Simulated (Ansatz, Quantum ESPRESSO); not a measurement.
# 1T-SnSe2, 2 layers, AA stacking: the dipole at a withheld member of a series

How the rows were computed: Quantum ESPRESSO 7.5, PBE, GBRV ultrasoft. Cell and atoms are relaxed without a field with a D3(BJ) correction and then held. Sawtooth field with dipole correction, 17 Å of vacuum in the starting cell, Fermi-Dirac smearing of 0.002 Ry; bands along a path at each field. The series steps the field along the normal.

| field along the normal | dipole (e Å) |
| --- | --- |
| 0 V/Å | 0.000 |
| 0.05 V/Å | 0.038 |
| 0.1 V/Å | 0.076 |
| 0.2 V/Å | 0.151 |
| 0.3 V/Å | 0.227 |

One more run was made and is withheld. What is the dipole at 0.4 V/Å?

**Worked estimate.** The rows at 0.2 V/Å and 0.3 V/Å give a slope of (0.227 − (0.151))/(0.3 − (0.2)) = 0.76, so a straight line gives 0.303 e Å. A parabola through these and the row at 0.1 V/Å gives 0.304 e Å.

**The withheld run.** 0.303 e Å. The line misses by 0.000 and the parabola by +0.001 e Å. Both misses are under 5 % of the step from the nearer row.

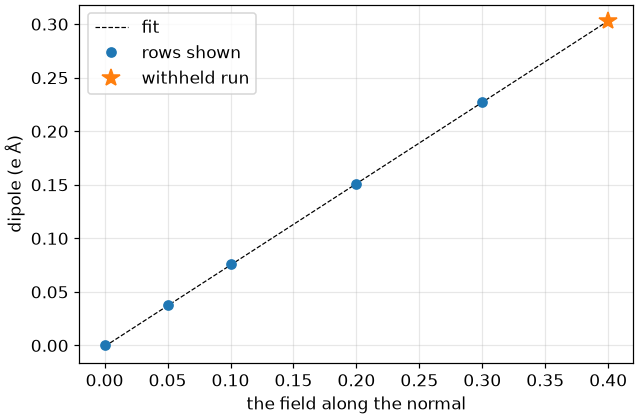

The rows shown, the fit and the withheld run.

Caveats: Ions are held; semilocal gaps are too small; in strong fields empty levels can belong to the vacuum; one stacking. Members without a usable value, or on the other side of zero field or charge, are not listed.
